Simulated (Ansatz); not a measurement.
**C₃H₄O₂ (SMILES C=C(O)C=O): density, localisation and related maps**

Input file:

```
crystal:
  periodic: [false, false, false]
  atoms:
    - { symbol: C, position_ang: [-0.8668, -0.6303, 0.5132] }
    - { symbol: C, position_ang: [-0.0475, 0.2472, -0.0785] }
    - { symbol: O, position_ang: [-0.4495, 1.5172, -0.4313] }
    - { symbol: C, position_ang: [1.3632, -0.1429, -0.3782] }
    - { symbol: O, position_ang: [1.8398, -1.2406, -0.1141] }
    - { symbol: H, position_ang: [-0.5183, -1.6258, 0.7792] }
    - { symbol: H, position_ang: [-1.8969, -0.3942, 0.7505] }
    - { symbol: H, position_ang: [-1.3821, 1.6221, -0.1753] }
    - { symbol: H, position_ang: [1.9581, 0.6473, -0.8657] }
basis:
  gaussian:
    orbitals: def2-SVP
hamiltonian:
  xc: b3lyp
output:
  orbitals: {}
  forces: true
```

Command:

```sh
python methods_c3h4o2.py
```

Not at a stationary point (largest force 1.5 eV/Å).

Level of theory: Ansatz, SCF B3LYP, Gaussian basis.

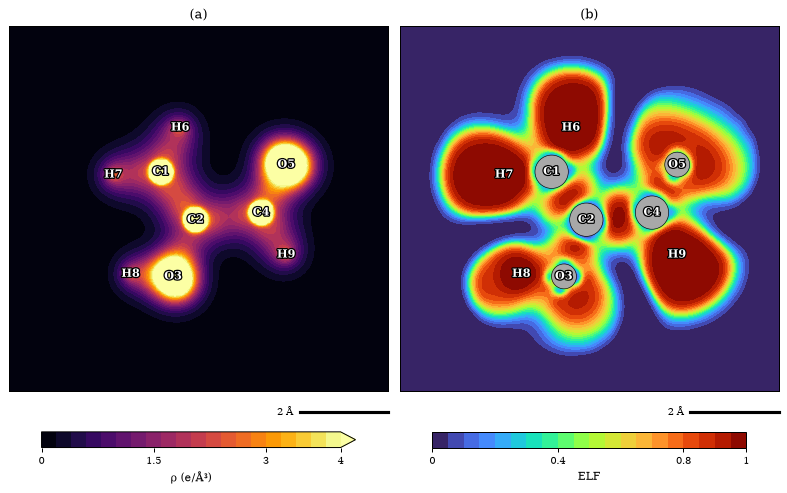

Figure 1. (a) total electron density; (b) electron localisation function on the molecular plane. Grey discs cover the atomic cores in the ELF map.

Q: What do the fields say about this system?

A: The section cuts through C, O and H sites. C–O (1.23 Å): ρ at the midpoint is about 3.2 e/Å³; the ELF peaks at about 0.85 between the atoms (a short, multiple covalent bond). C–C (1.34 Å): ρ is about 2.3 e/Å³ halfway; the ELF peaks at about 0.95 between the atoms; a short, multiple covalent bond. O–H (0.97 Å): the density is about 3.7 e/Å³ at the midpoint; the ELF climbs to about 1 towards the hydrogen, as it does in any bond to H (an ordinary covalent bond to hydrogen). C–O (1.38 Å): ρ at the midpoint is about 2.2 e/Å³, with its minimum of 1.9 e/Å³ about 0.5 Å from C; the ELF peaks at about 0.90 between the atoms (a polar covalent bond). C–C (1.49 Å): ρ is about 1.8 e/Å³ halfway; the ELF peaks at about 1 between the atoms: a covalent bond. The ELF also peaks beside O3 and O5, away from the bonds: lone-pair regions.

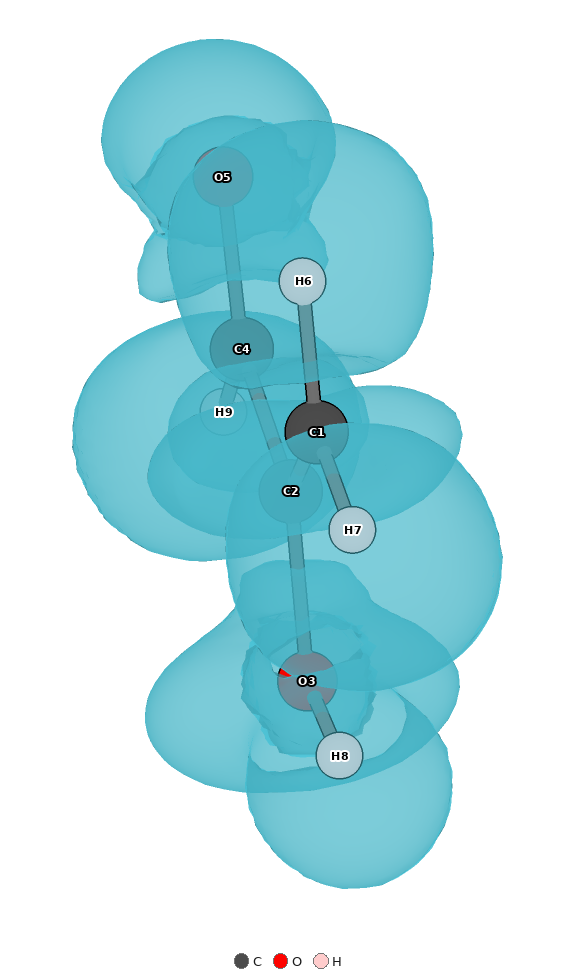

Figure 2. Isosurface of the electron localisation function at 0.75 (cyan), seen at an oblique angle. Core shells and regions of very low density are left out.

Q: Where are the electrons localised?

A: The surface consists of two regions between bonded C–C atoms (shared pairs), three regions around hydrogen nuclei, one region on O in which the atom's valence shell and bonds are merged and one joined region spread over several atoms (H, O), in which their bonds and any lone pairs are merged.

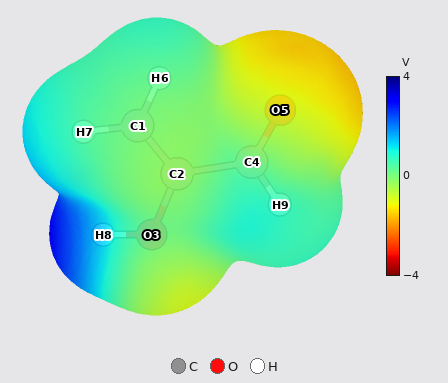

Figure 3. The electrostatic potential painted on the density surface at 0.002 e/bohr³, seen at a tilt; the colour scale runs from red (negative) to blue (positive).

Q: Which sites attract a positive test charge, and which a negative one?

A: A positive charge is drawn to the negative regions and a negative charge to the positive ones. The most negative region (about −1.6 V) lies over O5, the most positive (about +2.9 V) over H8. O5 is the likeliest acceptor of a hydrogen bond.
